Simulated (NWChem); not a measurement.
# HF/6-31G(d) (spherical functions) run of C2H4F2 (1,1-difluoroethane)

Aim: the electronic atomisation energy of C2H4F2 (1,1-difluoroethane) at HF/6-31G* (spherical functions), from 4 runs. 

Program for the calculation: NWChem 7.3.0.

## (1) The structure to begin with

C2H4F2 has 8 atoms, charge 0, and is taken as a singlet. SMILES: `CC(F)F`. The shape is that of a PBE0-D4/def2-TZVP optimisation.

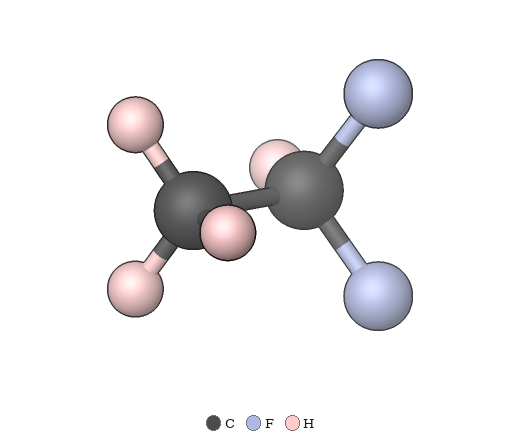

Viewed from a chosen angle; carbon dark grey, fluorine light blue, hydrogen pink.

## (2) A single-point energy at HF/6-31G(d) (spherical functions) (run 1)

Input file c2h4f2.nw:

```
START c2h4f2
TITLE "C2H4F2"
memory stack 880 mb heap 220 mb global 1100 mb
charge 0

GEOMETRY units angstrom noautosym nocenter noautoz
 C      0.003300     0.777600     0.023300
 C     -0.052000    -0.718200    -0.008200
 F      0.925500    -1.243400     0.779100
 F      0.168200    -1.172100    -1.271900
 H      0.981400     1.111900    -0.325400
 H     -0.157200     1.132800     1.041800
 H     -0.771000     1.190600    -0.624000
 H     -1.006100    -1.136400     0.329500
END

BASIS "ao basis" spherical bse
 * library 6-31G*
END

SCF
 thresh 1e-08
 maxiter 80
 noprint "final vectors analysis"
END

TASK scf energy
```

Run with:

```console
nwchem c2h4f2.nw > c2h4f2.out
```

The log of the run:

```text
[...]
  functions       =    64
[...]
  wavefunction    = RHF
[...]
         Total SCF energy =   -276.941027778845
      One-electron energy =   -647.042445199039
      Two-electron energy =    237.390825887193
 Nuclear repulsion energy =    132.710591533000
        Time for solution =      6.5s
[...]
```

Run time: 7.5 s. Hardware: 1 thread of Intel Xeon Platinum 8488C (Sapphire Rapids), shared host; peak memory 0.099 GiB.

## (3) The C atom (run 2)

Input file c.nw:

```
start c
title "C energy"
memory 2200 mb

geometry noautosym nocenter noautoz
C     0.000000    0.000000    0.000000
end

basis spherical bse
* library 6-31G*
end

scf
nopen 2
uhf
thresh 1e-08
maxiter 80
noprint "final vectors analysis"
end

task scf energy
```

Run the same way, it converges to -37.68058 Eh (log not shown).

## (4) The F atom, same level (run 3)

Input file nw.nw:

```
start nw
memory 2200 mb
charge 0
geometry noautosym nocenter noautoz
  F     0.000000    0.000000    0.000000
end
basis spherical bse
  * library 6-31G*
end
scf
  doublet
  uhf
  thresh 1e-08
  maxiter 80
  noprint "final vectors analysis"
end
task scf energy
```

Run with:

```console
nwchem nw.nw > nw.out
```

The log of the run:

```text
[...]
  functions       =    14
[...]
  wavefunction    = UHF
[...]
         Total SCF energy =    -99.363412021843
      One electron energy =   -139.270823414236
      Two electron energy =     39.907411392392
 Nuclear repulsion energy =      0.000000000000
                       Sz =      0.5000
                 Sz(Sz+1) =      0.7500
                      S^2 =      0.7526
[...]
```

Wall time 0.71 s (1 thread of Intel Xeon Platinum 8488C (Sapphire Rapids), shared host); peak memory 0.099 GiB.

## (5) The H atom (run 4)

Input file m1.xyz:

```xyz
1

H      0.000000     0.000000     0.000000
```

Input file m1.nw:

```
start m1
memory 2200 mb

geometry noautosym nocenter noautoz
  load format xyz m1.xyz
end

basis spherical bse
  * library 6-31G*
end

scf
  doublet
  uhf
  thresh 1e-08
  maxiter 80
  noprint "final vectors analysis"
end

task scf energy
```

Run the same way, it converges to -0.49823 Eh (log not shown).

## (6) All runs side by side

```
run                             level  partner  energy (Eh)  dipole moment (D)  wall time
  1   HF/6-31G* (spherical functions)     base  -276.941028               2.33      7.5 s
  2  UHF/6-31G* (spherical functions)    atoms   -37.680577               0.00     0.73 s
  3  UHF/6-31G* (spherical functions)    atoms   -99.363412               0.00     0.71 s
  4  UHF/6-31G* (spherical functions)    atoms    -0.498233               0.00     0.61 s
```

## (7) Results

At HF/6-31G* (spherical functions):

| quantity | value |
| --- | --- |
| H atom: total energy | -0.49823 Eh |
| H atom: dipole moment | 0.00 D |
| H atom: ⟨S²⟩ | 0.750 |
| electronic atomisation energy | 23.405 eV |

What this shows: Taking the molecule apart into free atoms costs 23.41 eV (2258 kJ/mol), before zero-point energy and without spin-orbit coupling. Hartree–Fock lacks the correlation of the bonding pairs, which as a rule makes this value much too low; in minimal bases other errors can mask that. All runs together took 9.6 s, the longest 7.5 s.
